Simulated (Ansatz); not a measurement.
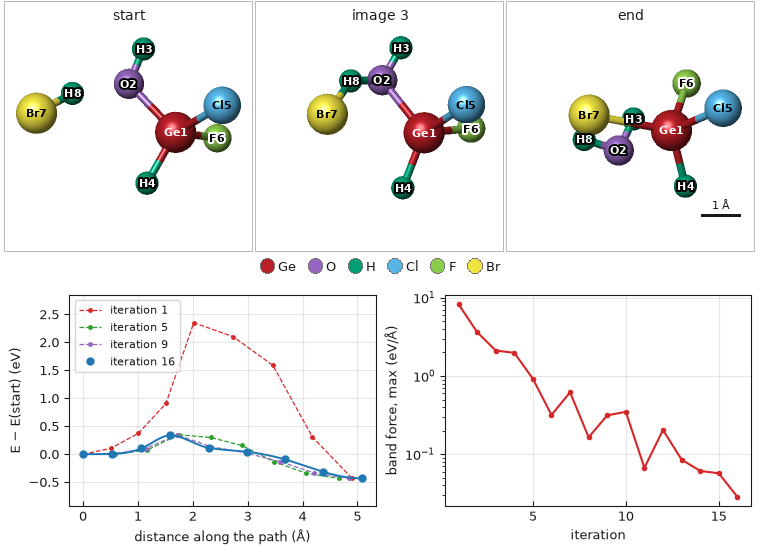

A search for the minimum-energy path of GeH3OBrClF by the nudged elastic band. Images are numbered from 0 (start) to 8 (end). The plot follows the band through its iterations. Style: ball-and-stick. Shown at a tilt.

Level of theory: Ansatz 0.2.0, RKS PBE-D4/def2-SVP. Run with 7 movable images; climbing image; force threshold 0.03 eV/Å; iteration limit 60; starting path through a guess of the saddle point.

Judge this run.

The result is final at these settings. The band converged in 16 iterations. The largest component of the band force went from 8.2 to 0.029 eV/Å. The climbing image converged on the top of the path. Its vibrational analysis gives one imaginary mode (326i cm⁻¹), as a transition state must have. The first iteration put the highest image at 2.35 eV. The energy climbs by 0.34 eV to image 3 and then falls by 0.77 eV, so the end point sits at −0.43 eV.
